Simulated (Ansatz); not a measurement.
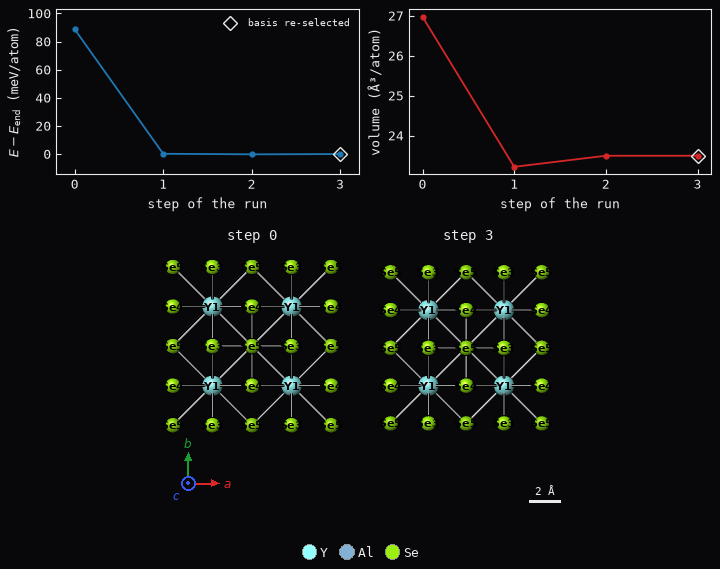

First and last geometry of a relaxation of crystalline YAlSe$_{3}$ (a generated structure, set up in Pm-3m) (coarse preliminary run), with the history of the run. The picture is a ball-and-stick view of the cell of the calculation, seen along the c axis.

Theory: DFT PBE, scalar-relativistic, plane waves, PAW in Ansatz 0.2.0. Settings: plane-wave cutoff 420 eV; k-point mesh 4 × 4 × 4; occupations gaussian; smearing width 0.1 eV; no spin polarisation; cell and atoms relaxed; force threshold 0.04 eV/Å; at most 70 steps.

### What do the curves and the structures tell?

It converged. The atoms keep their places relative to the cell (all moves are under 0.005 Å). Cell: a = b = c 5.128 → 4.898 Å (−4.5 %). Volume −12.9 %. Near-neighbour distances that change, for instance: Se–Y 3.626 → 3.463 Å, Al–Se 2.564 → 2.449 Å. The space group stays Pm-3m (No. 221). Over 2 accepted moves (3 points after the start) the energy falls by 88.7 meV per atom. All forces vanish by symmetry, so only the cell relaxes. Pressure: −7.09 GPa at the start and −0.17 GPa at the end. The SCF was repeated once at an unchanged geometry on a basis and grid sized afresh for the cell, which shifted the energy by 0.2 meV per atom at most. The run took 14 s on 1 thread of Arm Neoverse V1 (shared host), peak memory 0.39 GiB.
